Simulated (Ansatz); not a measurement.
**Ga4P3N: the cell at several levels of theory**

How does the equilibrium cell of Ga4P3N, ordered on the zincblende lattice (P-43m) with 8 atoms a cell depend on the functional? It is relaxed with PBE and r2SCAN. This is a trial cell built on a prototype, not taken from a measured structure, and it needn't be the compound's ground state.

The runs shown are made with Ansatz 0.2.0. PAW datasets, plane waves, zero pressure. Spin-unpolarised throughout. Whether this structure exists isn't addressed.

## (1) The structure to begin with

This is the cell as the run starts from it, not yet at rest; its lengths are not the crystal's.

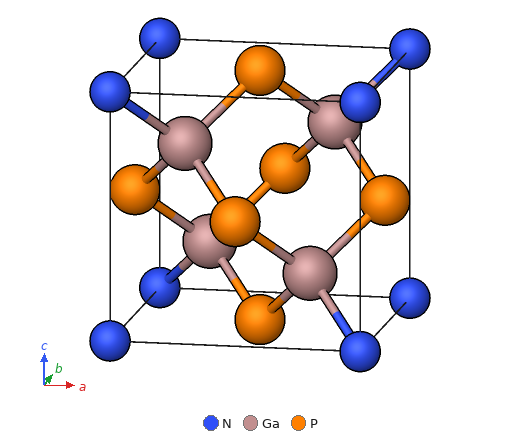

The cell seen slightly off an axis (nitrogen blue, gallium pink, phosphorus orange).

As a file:

```cif
data_structure
_symmetry_space_group_name_H-M 'P-43m'
_symmetry_Int_Tables_number 215
_cell_length_a 4.9575
_cell_length_b 4.9575
_cell_length_c 4.9575
_cell_angle_alpha 90.000
_cell_angle_beta 90.000
_cell_angle_gamma 90.000
_cell_volume 121.84
loop_
_atom_site_label
_atom_site_type_symbol
_atom_site_symmetry_multiplicity
_atom_site_Wyckoff_symbol
_atom_site_fract_x
_atom_site_fract_y
_atom_site_fract_z
_atom_site_occupancy
N1 N 1 a 0.00000 0.00000 0.00000 1
Ga1 Ga 4 e 0.75000 0.75000 0.75000 1
P1 P 3 c 0.50000 0.50000 0.00000 1
```

## (2) PBE: cell and atoms

input.yaml reads:

```yaml
crystal:
  lattice:
    - [4.9575335565, 0.0, 0.0]
    - [0.0, 4.9575335565, 0.0]
    - [0.0, 0.0, 4.9575335565]
  atoms:
    - { symbol: "N", position: [0.0, 0.0, 0.0] }
    - { symbol: Ga, position: [0.75, 0.75, 0.75] }
    - { symbol: P, position: [0.5, 0.5, 0.0] }
    - { symbol: Ga, position: [0.25, 0.25, 0.75] }
    - { symbol: P, position: [0.5, 0.0, 0.5] }
    - { symbol: Ga, position: [0.25, 0.75, 0.25] }
    - { symbol: P, position: [0.0, 0.5, 0.5] }
    - { symbol: Ga, position: [0.75, 0.25, 0.25] }
kpoints:
  mp_grid: { grid: [6, 6, 6] }
hamiltonian:
  xc: pbe
scf:
  occupations: { method: fermi_dirac, width: 0.02 }
relax:
  f_tol: 0.005
  cell: {}
```

Started as:

```
$ ansatz run input.yaml --threads 2 --pin off --max-ram 20275MiB --backend cpu --events-out ev --progress --plain --runs-dir out
```

Standard output, cut to the lines that bear on the results:

```text
[...]
Pseudopotentials: kind: paw
Pseudopotential: N, paw, valence charge 5, recommended cutoff 420 eV (normal), N.paw.azcp
Pseudopotential: Ga, paw, valence charge 13, recommended cutoff 420 eV (normal), Ga.paw.azcp
Pseudopotential: P, paw, valence charge 5, recommended cutoff 420 eV (normal), P.paw.azcp
Functional definition: PBE
[...]
Crystal: 8 atoms, lattice volume = 121.842 Å³
Basis set: ecut = 420 eV, 2373 PW (Γ), exchange–correlation on 72×72×72 points (8 copies of the dense FFT grid, shifted against one another)
Bands: 44, of which v1, the nominal top of the filled ones, is band 36 counted from 1 (35 counted from 0)
Symmetry: 24 space group operations
Space group: P-43m (ITA 215), of the structure as read, at distance tolerance 5.0e-5 Å
k-points: 20 of 216 (time reversal used)
[...]
SCF iter   1: F=—  HF=-17782.109879 eV  |F-HF|=—  |Δ(HF+E_count)|=         —  Δρ=2.29e-3  dr2=4.34e-3  ethr=1.77e-3  ⟨swp⟩=8.4  Hψ=3971  notcnv=0  defer=1
[...]
relax step   1: F+E_penalty+E_count = -17782.10975367 eV  Δ(F+E_penalty+E_count) = +0.000e0 eV  max|allowed force component| = 2.189e0 eV/Å  Δτ_max = 0.0000 Å  P = +29.820 GPa  Ω = 121.842 Å³  (7 SCF iters, dr2 threshold 1.00e-7 eV, accepted)
[...]
  atom   4  Ga     0.00034284     0.00034284    -0.00034284
  atom   5  P      0.00000000    -0.00000000    -0.00000000
  atom   6  Ga     0.00034284    -0.00034284     0.00034284
  atom   7  P     -0.00000000    -0.00000000    -0.00000000
  atom   8  Ga    -0.00034284     0.00034284     0.00034284
[...]
--- Stress (GPa, compression-positive) ---
        0.021466       0.000000      -0.000000
        0.000000       0.021466      -0.000000
        0.000000       0.000000       0.021466
  P = ⅓ Tr σ = 0.0215 GPa (0.215 kbar)
--- Relaxed structure (6 steps of the walk, 6 accepted, 2 SCFs on fresh bases) ---
  F+E_penalty+E_count = -17785.38057732 eV   max|allowed force component| = 3.428e-4 eV/Å   (the final SCF, on the basis selected at the relaxed cell)
  cell:  # Å, volume = 146.2920 Å³
    - [5.269145736537076, -3.723464559148656e-33, -1.0913603018194335e-33]
    - [3.8518598887744726e-34, 5.269145736537076, -1.54074395550979e-33]
    - [-1.0913603018194335e-33, -1.7975346147614213e-33, 5.269145736537076]
  atoms:
    - { symbol: N, position: [-1.7085773350817306e-19, -1.6949087164010711e-19, 1.6402342416784652e-20] }
    - { symbol: Ga, position: [0.7720065019915787, 0.7720065019915787, 0.7720065019915787] }
    - { symbol: P, position: [0.5, 0.5, 1.6402342416784537e-20] }
    - { symbol: Ga, position: [0.22799349800842128, 0.22799349800842128, 0.7720065019915787] }
    - { symbol: P, position: [0.5, -1.6949087164010728e-19, 0.5] }
    - { symbol: Ga, position: [0.22799349800842128, 0.7720065019915787, 0.22799349800842128] }
    - { symbol: P, position: [-1.7085773350817203e-19, 0.5, 0.5] }
    - { symbol: Ga, position: [0.7720065019915787, 0.22799349800842128, 0.22799349800842128] }
```

It took 30 s on 2 threads of AMD EPYC 7R13 (Zen 3), shared host; peak memory 0.64 GiB.

The steps:

| step | energy change (meV/atom) | largest force (eV/Å) | pressure (GPa) | volume (Å³/atom) |
| --- | --- | --- | --- | --- |
| 1 | 0.0 | 2.1887 | 29.82 | 15.230 |
| 2 | -375.2 | 0.5522 | 5.98 | 17.313 |
| 3 | -402.0 | 0.0168 | 1.80 | 17.890 |
| 4 | -403.6 | 0.0136 | 0.08 | 18.204 |
| 5 | -403.6 | 0.0001 | 0.00 | 18.216 |
| 6 | -408.8 | 0.0003 | 0.37 | 18.216 |
| 7 | -408.8 | 0.0004 | 0.02 | 18.287 |
| 8 | -408.9 | 0.0003 | 0.02 | 18.287 |

Steps 6, 8 solve the same cell on a plane-wave basis chosen anew, so the energy can jump there without a move.

The table lists every geometry solved, with passes on a fresh basis, whose energies don't compare exactly with the rows above.

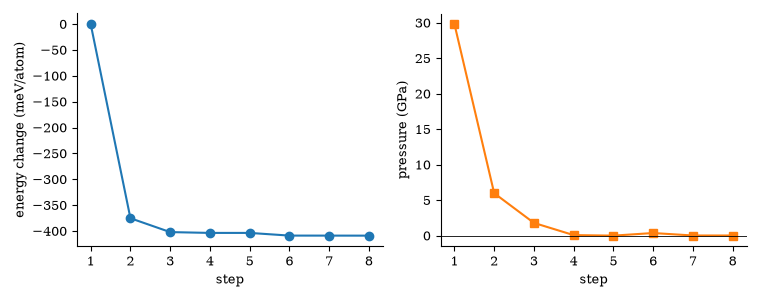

Energy and pressure along the relaxation.

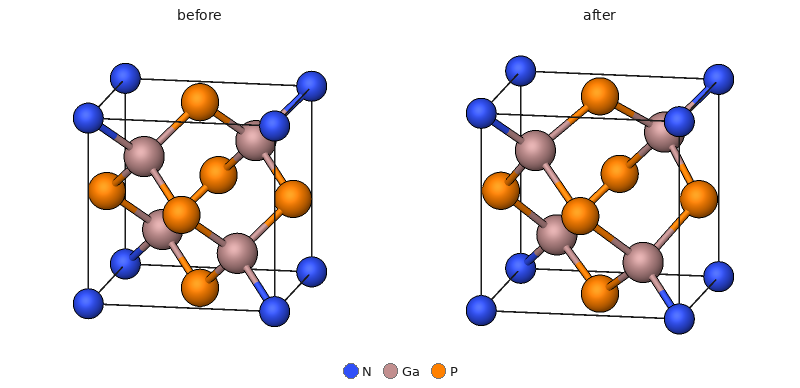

Start and end of the relaxation side by side.

```
                       before   after    change
                a (Å)   4.958   5.269   +6.29 %
     volume (Å³/atom)  15.230  18.287  +20.07 %
shortest distance (Å)   2.147   2.081   -3.07 %
          space group   P-43m   P-43m      same
```

[end of part 1 of 2]
